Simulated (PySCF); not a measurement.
C4HClO2S (SMILES O=CC(=O)C(Cl)=C=S)

```yaml
atoms:
  - { symbol: O, position_ang: [-0.7047, -1.5801, 0.0370] }
  - { symbol: C, position_ang: [-1.3198, -0.5648, -0.1541] }
  - { symbol: C, position_ang: [-0.6186, 0.7761, -0.1732] }
  - { symbol: O, position_ang: [-1.1893, 1.8275, -0.3607] }
  - { symbol: C, position_ang: [0.7928, 0.5677, 0.0659] }
  - { symbol: Cl, position_ang: [1.8270, 1.9648, 0.0985] }
  - { symbol: C, position_ang: [1.3340, -0.6317, 0.2621] }
  - { symbol: S, position_ang: [2.2974, -1.8149, 0.5198] }
  - { symbol: H, position_ang: [-2.4052, -0.5386, -0.3205] }
```

Geometry: GFN2-xTB.

These are results of PBE0/pcSseg-1, SCF density, gas phase, non-relativistic (PySCF), not measurements.

### What will maps of the electron density and electron localisation function show?

C–O (1.20 Å): ρ at the midpoint is about 3.4 e/Å³; the ELF peaks at about 0.85 between the atoms: a multiple bond.
C–C (1.33 Å): ρ is about 2.3 e/Å³ halfway; the ELF peaks at about 0.90 between the atoms; a short, multiple covalent bond.
C–S (1.55 Å): the density is about 1.8 e/Å³ at the midpoint; the ELF peaks at about 0.85 between the atoms; localised, covalent bonding.
C–Cl (1.74 Å): ρ at the midpoint is about 1.4 e/Å³; the ELF peaks at about 0.90 between the atoms: a shared electron pair.

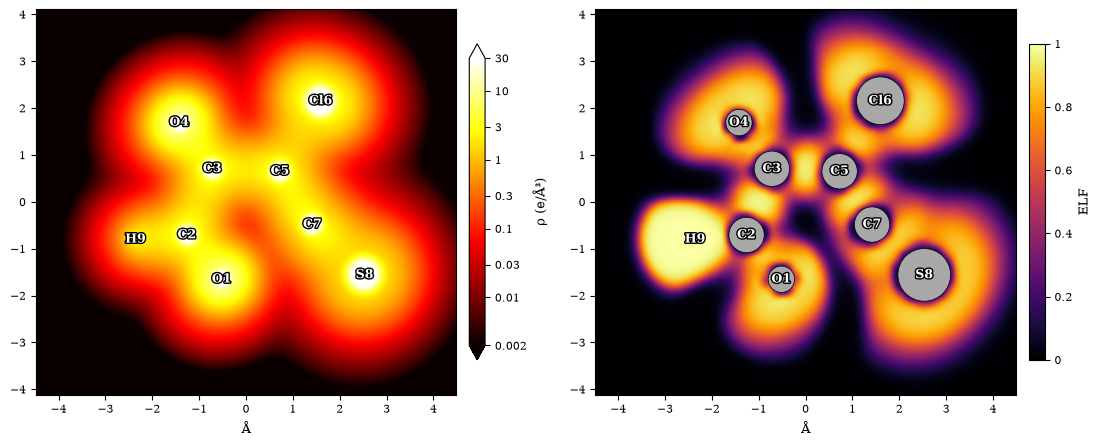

Computed electron density and electron localisation function on the molecular plane, in this order. Grey discs cover the atomic cores in the ELF map. 
